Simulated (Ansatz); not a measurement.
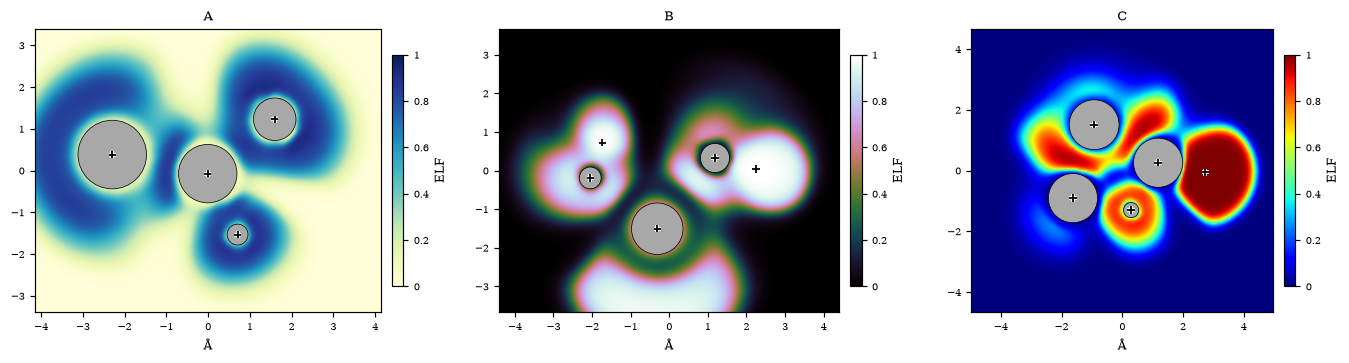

The ELF of 3 systems, each on a plane through atoms (crosses mark nuclei in the plane; grey discs cover the cores).

The calculation used Ansatz, isolated molecule in a Gaussian basis; Kohn-Sham density functional theory, functional PBE0.

System 1: Al$_{2}$FGeH$_{5}$, the plane of atoms F3, Al2 and Ge4. Geometry: r2SCAN-D4/def2-SVP.

| atom | x (Å) | y (Å) | z (Å) |
| --- | --- | --- | --- |
| Al | -0.0782 | -0.9041 | 1.6751 |
| Al | 2.8397 | -0.4561 | 0.9649 |
| F | 1.5845 | -1.4222 | 2.1109 |
| Ge | 0.7963 | 0.6163 | -0.0365 |
| H | -1.0989 | -1.6899 | 2.6012 |
| H | 0.1967 | 0.2312 | -1.4014 |
| H | 0.3276 | 2.0482 | 0.2809 |
| H | 3.6410 | 0.4475 | 1.9983 |
| H | 3.4897 | -1.6163 | 0.0943 |

System 2: CH$_{4}$InO (SMILES [H]/[O+]=[In-2]\[CH3]) (charge −1), the plane of atoms In2, O3 and H7. Geometry: B3LYP-D3(BJ)/def2-SVPD; core potentials replace the inner electrons of In.

```tsv
atom	x (Å)	y (Å)	z (Å)
C	-1.4055	1.2786	-0.5049
In	-2.5939	0.8301	-2.4996
O	-1.0786	-0.5807	-3.1771
H	-1.8951	2.0123	0.1609
H	-1.2695	0.3378	0.0631
H	-0.3968	1.6617	-0.7541
H	-0.3838	-0.6238	-2.5076
```

System 3: ClFGeSi (triplet), the molecular plane. Geometry: r2SCAN-D4/def2-SVP.

```xyz
4

Cl    1.5126    2.0873   -2.5412
F     0.2060    3.3654   -0.2879
Ge   -0.2702   -0.1217    0.2504
Si    0.4438    1.8391   -0.7907
```

### Which map belongs to which system?

Panel A is system 3, ClFGeSi: the plane holds Cl, F, Ge and Si. Si–F (1.62 Å): the ELF peaks at about 0.85 in the valence shell of F, 0.5 Å from its nucleus, and is about 0.50 at the midpoint. Panel B is system 2, CH$_{4}$InO: the plane holds C, In, O and H. In–O (2.18 Å): the ELF peaks at about 0.85 in the valence shell of O, 0.6 Å from its nucleus, and drops to about 0.15 between the two atoms. Panel C is system 1, Al$_{2}$FGeH$_{5}$: the plane holds Al, F, Ge and H. Al–F (1.80 Å): the ELF peaks at about 0.85 in the valence shell of F, 0.5 Å from its nucleus, and is about 0.35 at the midpoint.
